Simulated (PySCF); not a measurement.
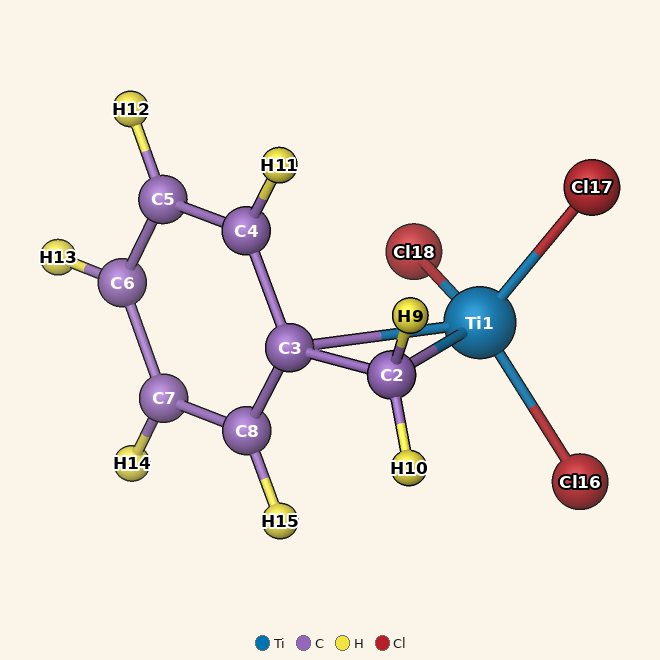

Charge 0, singlet. The computed structure is the end point of a PBE0-D3(BJ)/def2-SVP optimisation. No frequency run is at hand to confirm it as a minimum. Properties computed with delta-SCF UKS SCAN, pcX-2 on the ionised atom (unc-x2c-TZVPall on a metal), pcseg-1 elsewhere, spin-free X2C (PySCF 2.14.0).

Give the core-electron binding energies (to vacuum; p and d levels without spin–orbit splitting) of Ti1 2p, C2 1s, C3 1s, C4 1s, C5 1s, C6 1s, Cl16 1s, Cl16 2p.

| atom | level | binding energy (eV) |
| --- | --- | --- |
| Ti1 | 2p | 464.7 |
| C2 | 1s | 290.0 |
| C3 | 1s | 291.3 |
| C4 | 1s | 290.7 |
| C5 | 1s | 290.8 |
| C6 | 1s | 290.6 |
| Cl16 | 1s | 2827.8 |
| Cl16 | 2p | 205.8 |
